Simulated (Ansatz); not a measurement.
```yaml
atoms:
  - { symbol: W, position_ang: [-0.1252, -0.0257, 0.0211] }
  - { symbol: H, position_ang: [0.1773, 0.6186, 2.9004] }
  - { symbol: F, position_ang: [1.7139, -0.2207, 0.2381] }
  - { symbol: Cl, position_ang: [0.0698, 2.2990, 0.2113] }
  - { symbol: F, position_ang: [-1.9747, 0.0782, 0.0845] }
  - { symbol: F, position_ang: [-0.2698, -1.9348, 0.1381] }
  - { symbol: H, position_ang: [-0.0249, 0.0092, -1.6752] }
  - { symbol: O, position_ang: [-0.1791, -0.1327, 2.3874] }
  - { symbol: H, position_ang: [0.0984, -0.9524, 2.8415] }
```

Core potentials replace the inner electrons of W.

Computed with Ansatz, UKS PBE/def2-SVP.

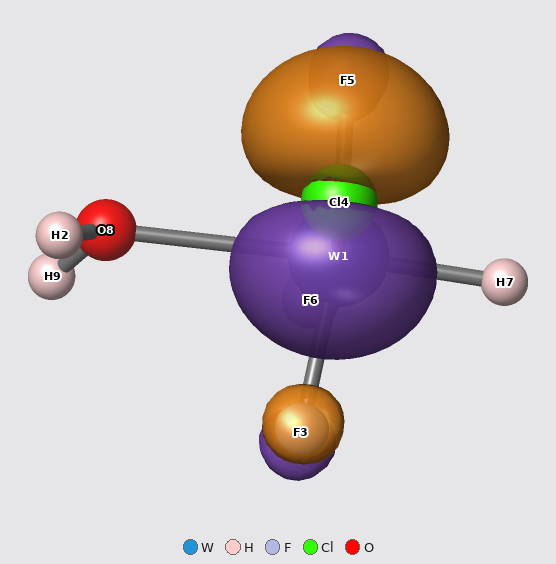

ClF$_{3}$H$_{3}$OW (doublet). The HOMO (β) at ±0.15 Å⁻³ᐟ² (orange and purple are the two phases), seen from one side.

What is the character of this orbital?

Answer. Its weight (Hirshfeld) is mainly on Cl4 (about 85 %); largely a lone pair of Cl4. Its energy is −7.68 eV.
